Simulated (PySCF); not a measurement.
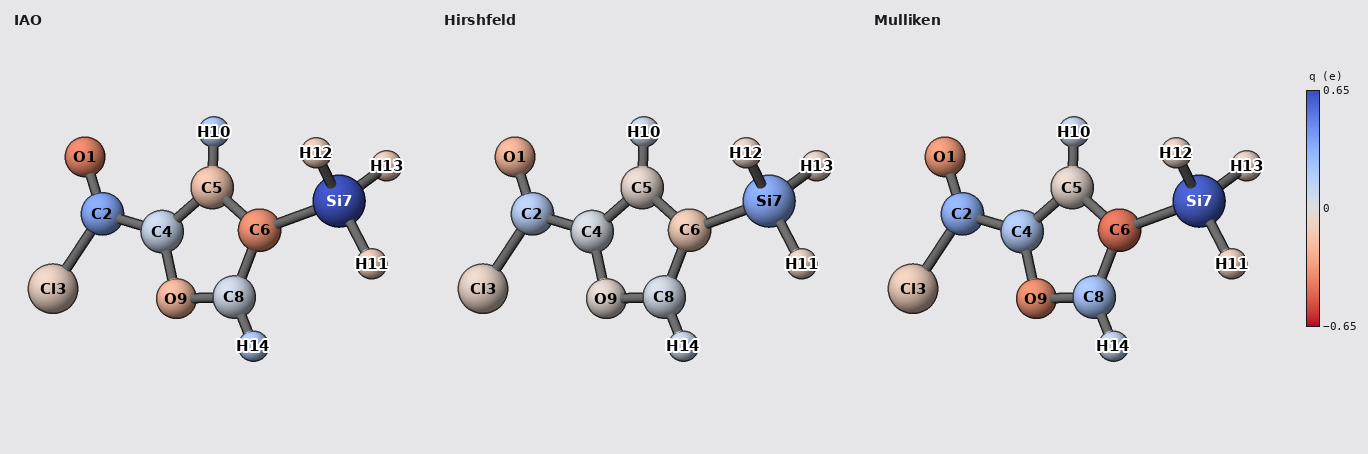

Atomic charges of one calculation by 3 schemes, on one colour scale. Computed geometry: GFN2-xTB optimisation. No frequency run is at hand to confirm it as a minimum. Computed with PBE0/pcSseg-1 (PySCF 2.14.0).

On which atom do the schemes disagree most?

On C6 (from −0.41 to −0.12 e); Si7 (from 0.33 to 0.62 e); O9 (from −0.35 to −0.04 e).

List the charges (e), one line for each set of equivalent atoms.

```csv
atom,IAO,Hirshfeld,Mulliken
O1,−0.37,−0.21,−0.31
C2,0.34,0.15,0.30
Cl3,−0.08,−0.07,−0.11
C4,0.09,0.03,0.18
C5,−0.15,−0.05,−0.05
C6,−0.34,−0.12,−0.41
Si7,0.62,0.33,0.58
C8,0.06,0.04,0.22
O9,−0.20,−0.04,−0.35
H10,0.18,0.07,0.09
H11,−0.11,−0.07,−0.10
"H12, H13",−0.11,−0.07,−0.07
H14,0.18,0.08,0.10
```

The geometry is semi-empirical. Around Si such bond lengths and angles can be off by a tenth of an ångström or more and by several degrees, and values that hang on the shape move with them.
